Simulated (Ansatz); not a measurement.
Abstraction of Br: CHBr3 + CHBrCl → CHBr2 + CHBr2Cl

Species: CHBr3 (bromoform) `BrC(Br)Br`, singlet; CHBrCl `Cl[CH]Br`, doublet; CHBr2 `Br[CH]Br`, doublet; CHBr2Cl `ClC(Br)Br`, singlet. A radical takes Br: the energy is the difference in strength between two C–Br bonds in different surroundings.

Shapes, held fixed at every level: PBE0-D4/def2-TZVP. Programs: Ansatz 0.2.0. The zero-point and thermal change to 298 K, harmonic and unscaled (PBE0-D4/def2-TZVP), is 0.0 kJ/mol.

| level | kind | ΔH(298 K) (kJ/mol) | less CCSD(T)/def2-TZVPP |
| --- | --- | --- | --- |
| MP2/def2-SVP | perturbation theory | +1.7 | +1.0 |
| HF/def2-TZVPP | Hartree–Fock | -0.7 | -1.4 |
| SPW92/def2-TZVPP | LDA | +1.4 | +0.7 |
| wB97M-V/def2-TZVPP | range-separated hybrid | +1.3 | +0.6 |
| wB97X-V/def2-TZVPP | range-separated hybrid | +1.2 | +0.5 |
| CCSD/def2-SVP | coupled cluster or CI | -0.4 | -1.1 |
| CCSD(T)/def2-TZVPP | coupled cluster or CI | +0.7 | 0.0 |

The highest level, CCSD(T)/def2-TZVPP, gives ΔH(298 K) = +0.7 kJ/mol; the levels span -0.7 to +1.7. That is about zero within the method's error. They disagree on the sign: 5 of 7 are positive. The column of differences is taken from that level and isn't an error. No measured value is set beside it here. Open shells run unrestricted. Relativity is left out for Br. Outer-core shells of Br are correlated in most correlated rows, in sets that cover them unevenly.

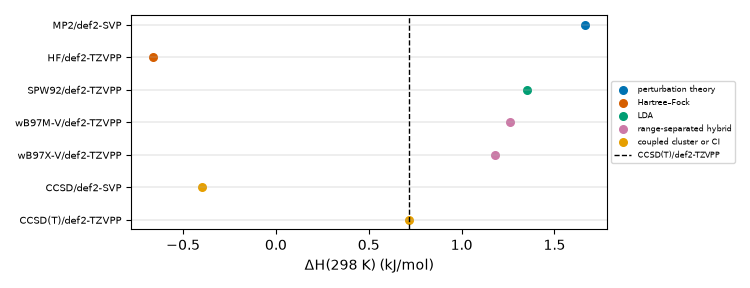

The values of the table, level by level.
